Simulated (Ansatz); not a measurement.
**S2F2 (Difluorodisulfane): a line through the functionals**

The species is S2F2 (4 atoms), meant as a singlet with charge 0. SMILES: `FSSF`. The coordinates come from a PBE0-D4/def2-TZVP relaxation.

The electronic atomisation energy y, in eV, basis 6-311+G(d,p); a is the functional's share of exact exchange. Programs: Ansatz 0.2.0.

```
functional  program     a  y (eV)
    r2SCAN   Ansatz     0    9.94
      BLYP   Ansatz     0    9.93
     B3LYP   Ansatz   0.2    9.33
      PBE0   Ansatz  0.25       ?
   r2SCAN0   Ansatz  0.25    8.96
     BHLYP   Ansatz   0.5    7.98
```

Q: Fit y = c + s·a to the known rows and predict PBE0.

A: 
1. Means of the 5 rows: a = 0.1900, y = 9.228.
2. Σ(Δa)² = 0.172, Σ(Δa·Δy) = -0.6706, so the slope is -0.6706/0.172 = -3.8988.
3. Intercept: 9.228 − (-3.8988) × 0.1900 = 9.969. The largest residual of the fit is 0.14.
4. PBE0: 9.969 + (-3.8988) × 0.25 = 8.99 eV.

The run gave 9.52 eV, so the prediction is off by -0.53 eV, more than the scatter of the fit. The rows mix families of semi-local functionals, which the line can't see.

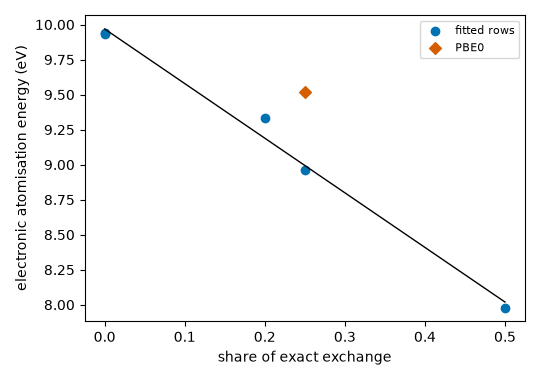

The fitted line, with the withheld row.
